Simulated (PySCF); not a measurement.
# MoN(OH)₂: doublet, from a trigonal planar start

The task is one start of a wider search on MoN(OH)₂: the doublet, from a trigonal planar start. It is relaxed, tested by its Hessian and followed downhill if it is a saddle.

Method: PBE0, basis Mo def2-TZVP with ECP28, N def2-TZVP, O def2-TZVP, H def2-TZVP, scalar-relativistic core potentials, no spin–orbit coupling, density fitting; program: PySCF 2.14.0.

## (1) The system as given

6 atoms, charge 0, spin multiplicity 2.

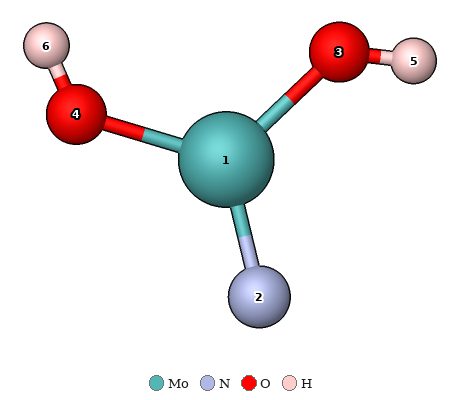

As it starts; molybdenum teal, nitrogen light blue, oxygen red, hydrogen pink; atoms are numbered from 1 in the order of the file.

Coordinates in bohr (charge 0 multiplicity 2):
```
Mo    0.0000    0.0000    0.0000
N     3.4204    0.0000    0.0000
O    -1.8992    3.2894    0.0000
O    -1.8992   -3.2894    0.0000
H    -1.2788    4.9942    0.0000
H    -3.6857   -3.6045    0.0000
```

## (2) Finding the electronic state

The steps below are one call of a driver around PySCF. For each, scf.py gives the equivalent set-up of the SCF; relaxations use the driver's own optimiser. After this first run the driver tries any further starts and a stability analysis.

The input, scf.py:

```python
from pyscf import gto, scf, dft
mol = gto.M(atom='''
Mo     0.000000     0.000000     0.000000
N      1.810000     0.000000     0.000000
O     -1.005000     1.740700     0.000000
O     -1.005000    -1.740700     0.000000
H     -0.676700     2.642800     0.000000
H     -1.950400    -1.907400     0.000000''',
    basis={'Mo': 'def2-TZVP', 'N': 'def2-TZVP', 'O': 'def2-TZVP', 'H': 'def2-TZVP'},
    ecp={'Mo': 'def2-TZVP'},
    charge=0, spin=1)
mf = dft.UKS(mol, xc='PBE0')
mf.grids.atom_grid = (50, 194)
aux = {'Mo': 'def2-universal-JKFIT', 'N': 'def2-universal-JKFIT', 'O': 'def2-universal-JKFIT', 'H': 'def2-universal-JKFIT'}
mf = mf.density_fit(auxbasis=aux)
mf.conv_tol = 1e-08
mf.diis_space = 10
mf.max_cycle = 60
mf.init_guess = 'minao'
mf.verbose = 4
mf.kernel()
```

Launch:

```console
> OMP_NUM_THREADS=4 python axn.py task.json out
```

The log of the run:

```text
init E= -267.684211827153
[... the frontier-level lines of each cycle are left out ...]
cycle= 1 E= -274.153404975457  delta_E= -6.47  |g|= 0.868  |ddm|=  2.8
cycle= 2 E= -271.169438599687  delta_E= 2.98  |g|= 2.64  |ddm|= 1.85
cycle= 3 E= -274.311151154734  delta_E= -3.14  |g|= 0.508  |ddm|= 1.71
cycle= 4 E= -274.283149847455  delta_E= 0.028  |g|=  0.6  |ddm|= 0.511
cycle= 5 E= -274.41616548204  delta_E= -0.133  |g|= 0.226  |ddm|= 0.372
cycle= 6 E= -274.436683525414  delta_E= -0.0205  |g|= 0.0496  |ddm|= 0.109
cycle= 7 E= -274.43752955506  delta_E= -0.000846  |g|= 0.0273  |ddm|= 0.039
cycle= 8 E= -274.437972442834  delta_E= -0.000443  |g|= 0.00804  |ddm|= 0.0207
cycle= 9 E= -274.438184392331  delta_E= -0.000212  |g|= 0.0048  |ddm|= 0.0187
cycle= 10 E= -274.438403392935  delta_E= -0.000219  |g|= 0.00357  |ddm|= 0.0258
cycle= 11 E= -274.438609255496  delta_E= -0.000206  |g|= 0.00297  |ddm|= 0.0416
cycle= 12 E= -274.438644420239  delta_E= -3.52e-05  |g|= 0.00115  |ddm|= 0.019
cycle= 13 E= -274.43864694132  delta_E= -2.52e-06  |g|= 0.000717  |ddm|= 0.00382
cycle= 14 E= -274.438647410837  delta_E= -4.7e-07  |g|= 0.000128  |ddm|= 0.00134
cycle= 15 E= -274.438647483469  delta_E= -7.26e-08  |g|= 7.71e-05  |ddm|= 0.000609
cycle= 16 E= -274.438647498278  delta_E= -1.48e-08  |g|= 3.78e-05  |ddm|= 0.000209
cycle= 17 E= -274.438647504108  delta_E= -5.83e-09  |g|= 2.77e-05  |ddm|= 0.00016
Extra cycle  E= -274.43864750205  delta_E= 2.06e-09  |g|= 8.91e-05  |ddm|= 6.38e-05
converged SCF energy = -274.43864750205  <S^2> = 0.8619643  2S+1 = 2.1089944
```

This step, with its further starts and checks, ran for 16 s (4 threads of AMD EPYC 9R45 (Zen 5), shared host).

Energies from each starting density:

```csv
start,energy (Eh)
the minimal-basis guess,-274.438648
a thermally smeared density,-274.462976
a smeared PBE density,-274.462976
```

This is not the lowest solution: one lies 63.9 kJ/mol lower, at -274.46298 Eh, and the relaxation starts from that.

## (3) Relaxing the doublet from the trigonal planar start

The program finds Cs symmetry in the start, which this walk keeps. The walk stops when the largest gradient is under 0.0003 Eh/bohr and the energy has settled too.

scf.py: that of step 2 with these lines changed.

```diff
@@ -3,6 +3,6 @@
-Mo     0.000000     0.000000     0.000000
-N      1.810000     0.000000     0.000000
-O     -1.005000     1.740700     0.000000
-O     -1.005000    -1.740700     0.000000
-H     -0.676700     2.642800     0.000000
-H     -1.950400    -1.907400     0.000000''',
+Mo     0.064777    -0.005079     0.000000
+N      1.874777    -0.005079     0.000000
+O     -0.940223     1.735621     0.000000
+O     -0.940223    -1.745779     0.000000
+H     -0.611923     2.637721     0.000000
+H     -1.885623    -1.912479     0.000000''',
@@ -19 +18,0 @@
-mf.init_guess = 'minao'
```

Energy and gradient, step by step:

```
step  energy (Eh)  change (kJ/mol)  largest symmetric gradient (Eh/bohr)
   0  -274.462976             0.00                               0.14374
   1  -274.503953          -107.58                               0.03402
   2  -274.508369          -119.18                               0.02272
   3  -274.510696          -125.29                               0.00758
   4  -274.511608          -127.68                               0.00296
   5  -274.511704          -127.93                               0.00269
   6  -274.511830          -128.27                               0.00237
   7  -274.511921          -128.51                               0.00179
   8  -274.511950          -128.58                               0.00060
   9  -274.511954          -128.59                               0.00034
  10  -274.511955          -128.59                               0.00025
```

The walk took 29 s.

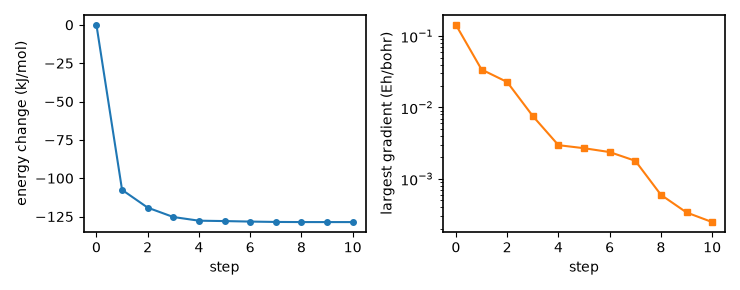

Energy and largest gradient along the walk.

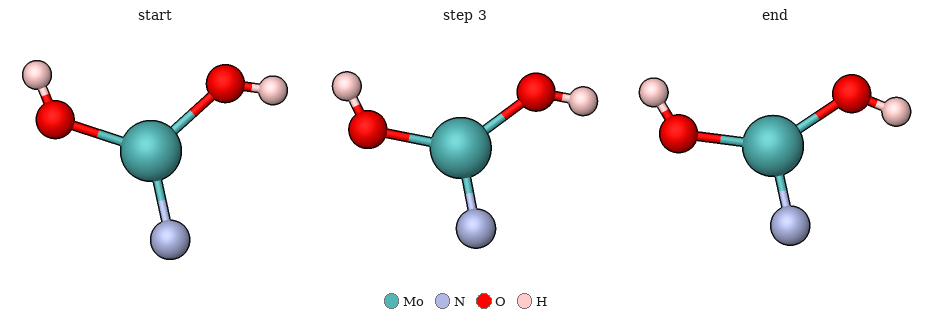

The geometry along the walk, at one scale.

End point (Cs, 10 steps, 128.6 kJ/mol gained): Mo–N 1.624 Å, Mo–O 1.892 Å, Mo–O 1.901 Å, O–H 0.960 Å (×2); H–O–Mo 124.5°, H–O–Mo 128.2°, N–Mo–O 109.3°, N–Mo–O 111.5°, O–Mo–O 139.3°.

## (4) Hessian and properties

On the finer grid the gradient is checked again; gradients at displacements of ±0.02 bohr then give force constants and infrared intensities.

scf.py: that of step 3 with these lines changed.

```diff
@@ -3,6 +3,6 @@
-Mo     0.064777    -0.005079     0.000000
-N      1.874777    -0.005079     0.000000
-O     -0.940223     1.735621     0.000000
-O     -0.940223    -1.745779     0.000000
-H     -0.611923     2.637721     0.000000
-H     -1.885623    -1.912479     0.000000''',
+Mo    -0.001404     0.001709     0.000000
+N      1.622465     0.001045     0.000000
+O     -0.690604     1.763679     0.000000
+O     -0.627572    -1.793453     0.000000
+H     -0.154242     2.559829     0.000000
+H     -1.532382    -2.112712     0.000000''',
@@ -13 +13 @@
-mf.grids.atom_grid = (50, 194)
+mf.grids.atom_grid = (75, 302)
@@ -16 +16 @@
-mf.conv_tol = 1e-08
+mf.conv_tol = 1e-10
```

This SCF starts from the last density.

SCF at the final geometry:

```text
init E= -274.511948901416
[... the frontier-level lines of each cycle are left out ...]
cycle= 1 E= -274.511948901413  delta_E= 3.18e-12  |g|= 2.81e-06  |ddm|= 2.37e-06
Extra cycle  E= -274.51194890138  delta_E= 3.3e-11  |g|= 9.65e-06  |ddm|= 6.22e-06
converged SCF energy = -274.51194890138  <S^2> = 0.7610851  2S+1 = 2.0110546
```

The whole step took 2.3 min.

Geometry: Cs; Mo–N 1.624 Å, Mo–O 1.892 Å, Mo–O 1.901 Å, O–H 0.960 Å (×2); H–O–Mo 124.7°, H–O–Mo 128.7°, N–Mo–O 109.2°, N–Mo–O 111.4°, O–Mo–O 139.4°.

Harmonic modes (main isotopes):

```tsv
symmetry	ω (cm⁻¹)	IR (km/mol)
a''	90i	2.2
a'	183	8.3
a'	315	4.3
a'	486	134
a''	530	81.8
a''	583	114
a'	590	156
a'	677	52.9
a'	729	163
a'	1169	98.8
a'	3898	245
a'	3903	88.9
```

With 1 mode imaginary (up to 90i cm⁻¹) this point is a saddle.

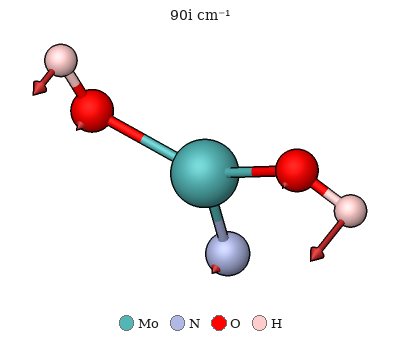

The imaginary mode, as arrows.

Properties at this point:

| Item | Value |
| --- | --- |
| Dipole moment | 3.19 D |
| Highest occupied level | -6.63 eV |
| Lowest empty level | -2.84 eV |
| Rotational constants | 0.3172, 0.1501, 0.1019 cm⁻¹ |
| Zero-point energy (real modes) | 78.1 kJ/mol |
| Principal polarisabilities | 41.4, 52.5, 56.7 bohr³ |
| Atomisation energy without zero-point energy | 2164 kJ/mol |
| Principal traceless quadrupole moments about the centre of mass | -10.05, 0.83, 9.22 D Å |
| Spin squared ⟨S²⟩ | 0.761 |

Charges (e) and bond orders:

```json
{"atom": "Mo1", "Mulliken": "1.29", "Löwdin": "0.64", "polar tensor": "1.59", "spin (Mulliken)": "1.13", "Mayer order to Mo1": "–"}
{"atom": "N2", "Mulliken": "-0.52", "Löwdin": "-0.30", "polar tensor": "-0.59", "spin (Mulliken)": "-0.09", "Mayer order to Mo1": "2.78"}
{"atom": "O3", "Mulliken": "-0.73", "Löwdin": "-0.33", "polar tensor": "-0.79", "spin (Mulliken)": "-0.01", "Mayer order to Mo1": "0.98"}
{"atom": "O4", "Mulliken": "-0.73", "Löwdin": "-0.34", "polar tensor": "-0.82", "spin (Mulliken)": "-0.03", "Mayer order to Mo1": "0.91"}
{"atom": "H5", "Mulliken": "0.35", "Löwdin": "0.17", "polar tensor": "0.31", "spin (Mulliken)": "0.00", "Mayer order to Mo1": "0.01"}
{"atom": "H6", "Mulliken": "0.33", "Löwdin": "0.16", "polar tensor": "0.31", "spin (Mulliken)": "0.00", "Mayer order to Mo1": "0.02"}
```

Mulliken populations on Mo1 (outside its core potential): s 2.37, p 6.19, d 4.09, f 0.06.

## (5) Downhill along the imaginary mode

The atoms are moved a little along the softest imaginary mode and relaxed again.

The program finds C1 symmetry in the start.

scf.py: that of step 4 with these lines changed.

```diff
@@ -3,6 +3,6 @@
-Mo    -0.001404     0.001709     0.000000
-N      1.622465     0.001045     0.000000
-O     -0.690604     1.763679     0.000000
-O     -0.627572    -1.793453     0.000000
-H     -0.154242     2.559829     0.000000
-H     -1.532382    -2.112712     0.000000''',
+Mo    -0.000020     0.000638    -0.049644
+N      1.623849    -0.000027     0.100741
+O     -0.689221     1.762608     0.090568
+O     -0.626189    -1.794525     0.098402
+H     -0.152858     2.558757     0.250000
+H     -1.530999    -2.113783     0.173893''',
@@ -13 +13 @@
-mf.grids.atom_grid = (75, 302)
+mf.grids.atom_grid = (50, 194)
@@ -16 +16 @@
-mf.conv_tol = 1e-10
+mf.conv_tol = 1e-08
```

Energy and gradient, step by step:

```csv
step,energy (Eh),change (kJ/mol),largest gradient (Eh/bohr)
0,-274.512013,0.00,0.01110
1,-274.512304,-0.76,0.00310
2,-274.512555,-1.42,0.00476
3,-274.512740,-1.91,0.00369
4,-274.512851,-2.20,0.00715
5,-274.512988,-2.56,0.00813
6,-274.513122,-2.91,0.00277
7,-274.513189,-3.09,0.00277
8,-274.513222,-3.17,0.00111
9,-274.513243,-3.23,0.00116
10,-274.513262,-3.28,0.00055
11,-274.513268,-3.29,0.00053
12,-274.513269,-3.30,0.00031
13,-274.513269,-3.30,0.00017
```

The walk took 44 s.

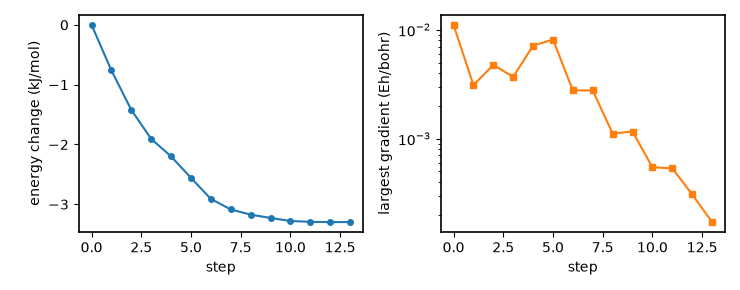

Energy and largest gradient along the walk.

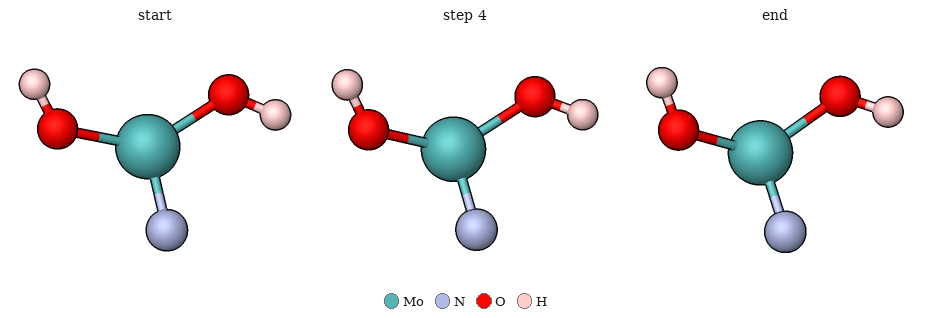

The geometry along the walk, at one scale.

It settles in C1 symmetry, 3.3 kJ/mol below the start, after 13 steps: Mo–N 1.623 Å, Mo–O 1.887 Å, Mo–O 1.898 Å, O–H 0.960 Å (×2); H–O–Mo 123.7°, H–O–Mo 124.0°, N–Mo–O 107.6°, N–Mo–O 110.2°, O–Mo–O 129.3°.

## (6) Is it a minimum? Harmonic modes

As before: finer grid, then central differences.

scf.py: that of step 5 with these lines changed.

```diff
@@ -3,6 +3,6 @@
-Mo    -0.000020     0.000638    -0.049644
-N      1.623849    -0.000027     0.100741
-O     -0.689221     1.762608     0.090568
-O     -0.626189    -1.794525     0.098402
-H     -0.152858     2.558757     0.250000
-H     -1.530999    -2.113783     0.173893''',
+Mo     0.022784    -0.003125    -0.122241
+N      1.590767     0.017562     0.296790
+O     -0.752295     1.694241     0.160069
+O     -0.662463    -1.724250     0.291656
+H     -0.287811     2.434580     0.556631
+H     -1.596259    -1.918949     0.404654''',
@@ -13 +13 @@
-mf.grids.atom_grid = (50, 194)
+mf.grids.atom_grid = (75, 302)
@@ -16 +16 @@
-mf.conv_tol = 1e-08
+mf.conv_tol = 1e-10
```

Log of the central SCF (cycles and frontier levels):

```text
init E= -274.513297955423
[... the frontier-level lines of each cycle are left out ...]
cycle= 1 E= -274.513297955419  delta_E= 4.21e-12  |g|= 3.94e-06  |ddm|= 3.97e-06
Extra cycle  E= -274.513297955356  delta_E= 6.3e-11  |g|= 1.33e-05  |ddm|= 8.55e-06
converged SCF energy = -274.513297955356  <S^2> = 0.76026913  2S+1 = 2.0102429
```

The whole step ran for 2.6 min (4 threads of AMD EPYC 9R45 (Zen 5), shared host).

Geometry: C1; Mo–N 1.623 Å, Mo–O 1.887 Å, Mo–O 1.898 Å, O–H 0.960 Å (×2); H–O–Mo 124.0° (×2), N–Mo–O 107.7°, N–Mo–O 110.3°, O–Mo–O 129.4°.

Modes, for the most abundant isotopes:

```
symmetry  ω (cm⁻¹)  IR (km/mol)  μ (u)
       a       110          4.7   5.80
       a       206          7.5   6.46
       a       313          5.3   7.00
       a       390         82.8   1.12
       a       509          108   1.19
       a       619          125   1.31
       a       664          207   1.53
       a       684         67.5   4.51
       a       731         87.9   3.73
       a      1170         93.7  15.58
       a      3887          171   1.07
       a      3901          150   1.07
```

μ is the mass of the mode for normalised Cartesian displacements, not the reduced mass of the usual diatomic formula.

Every mode is real; the point is a minimum.

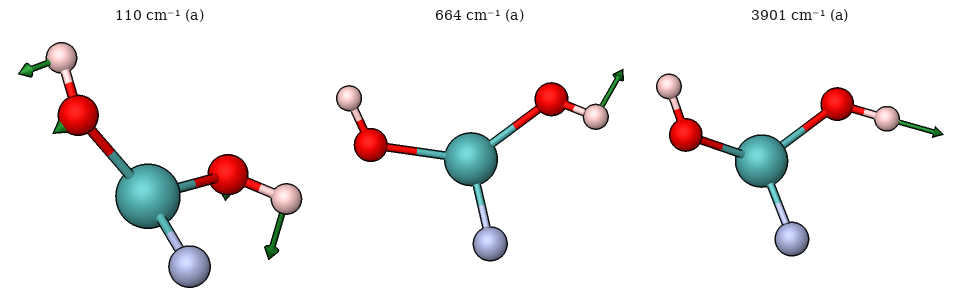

How the atoms move in 3 of the modes.

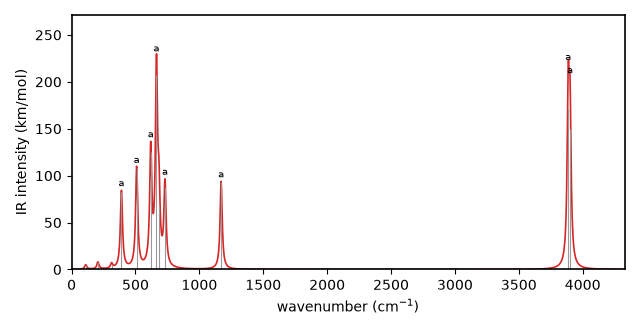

The harmonic infrared spectrum (widths in cm⁻¹). Lines are broadened to a width of 20 cm⁻¹ (Lorentzian).

Constants and moments:

| Property | Result |
| --- | --- |
| Dipole moment | 3.15 D |
| Highest occupied level | -6.49 eV |
| Lowest empty level | -2.69 eV |
| Rotational constants | 0.2855, 0.1559, 0.1071 cm⁻¹ |
| Zero-point energy | 78.9 kJ/mol |
| Principal polarisabilities | 44.6, 51.5, 55.9 bohr³ |
| Atomisation energy without zero-point energy | 2168 kJ/mol |
| Principal traceless quadrupole moments about the centre of mass | -9.71, 2.31, 7.40 D Å |
| Entropy at 298.15 K and 1 bar (electronic part: spin only) | 323.5 J/(mol K) |
| Heat capacity Cp at 298.15 K | 83.0 J/(mol K) |
| Enthalpy at 298.15 K above 0 K | 17.07 kJ/mol |
| Rotational symmetry number | 1 |
| Spin squared ⟨S²⟩ | 0.760 |

Populations by atom (charges in e):

```csv
atom,Mulliken,Löwdin,polar tensor,spin (Mulliken),Mayer order to Mo1
Mo1,1.29,0.62,1.59,1.12,–
N2,-0.51,-0.30,-0.58,-0.11,2.79
O3,-0.74,-0.33,-0.81,0.00,0.97
O4,-0.74,-0.33,-0.79,-0.02,0.91
H5,0.36,0.17,0.31,0.00,0.01
H6,0.34,0.16,0.29,0.00,0.02
```

Outer orbital energies (eV). α occupied: -11.02, -10.86, -10.45, -10.19, -9.22, -8.80, -8.23, -6.49; empty: -2.50, -1.41, -0.32, 0.16. β occupied: -14.20, -10.93, -10.81, -10.30, -10.09, -9.09, -8.63, -8.26; empty: -2.69, -2.10, -0.90, -0.08.

Mulliken populations on Mo1 (outside its core potential): s 2.34, p 6.22, d 4.09, f 0.06.

## (7) The points found, side by side

| spin | group | bonds | imaginary modes (cm⁻¹) | ΔE (kJ/mol) | with zero-point energy |
| --- | --- | --- | --- | --- | --- |
| doublet | C1 | Mo–N 1.623 Å, Mo–O 1.887 Å, Mo–O 1.898 Å, O–H 0.960 Å (×2) | none | 0.0 | 0.0 |
| doublet | Cs | Mo–N 1.624 Å, Mo–O 1.892 Å, Mo–O 1.901 Å, O–H 0.960 Å (×2) | 90i | 3.5 | – |

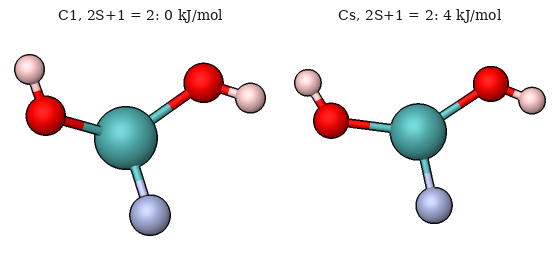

The points, lowest first (molybdenum teal, nitrogen light blue, oxygen red, hydrogen pink).

## (8) Results

| quantity | value |
| --- | --- |
| minimum | doublet, C1 |
| geometry | Mo–N 1.623 Å, Mo–O 1.887 Å, Mo–O 1.898 Å, O–H 0.960 Å (×2); H–O–Mo 124.0° (×2), N–Mo–O 107.7°, N–Mo–O 110.3°, O–Mo–O 129.4° |
| wavenumbers (cm⁻¹) | 110 (a), 206 (a), 313 (a), 390 (a), 509 (a), 619 (a), 664 (a), 684 (a), 731 (a), 1170 (a), 3887 (a), 3901 (a) |
| dipole moment | 3.15 D |
| highest occupied, lowest empty level (either spin) | -6.49, -2.69 eV |
| polar-tensor charge of Mo1 | +1.59 e |
| zero-point energy | 78.9 kJ/mol |
| entropy at 298.15 K | 323.5 J/(mol K) |
| atomisation energy (no zero-point energy) | 2168 kJ/mol |
| ⟨S²⟩ | 0.760 |

**Reading.** The trigonal planar start ends in a minimum without symmetry. The strongest infrared band lies at 664 cm⁻¹ (a). Most of the spin sits on Mo1 (Mulliken spin 1.12, against 1 for the whole molecule). The first SCF alone would have been 64 kJ/mol too high. Other starts or spin states, not run here, may lie lower. One determinant may miss the lowest occupation of an open d or f shell.

The search up to here took 6.4 min.
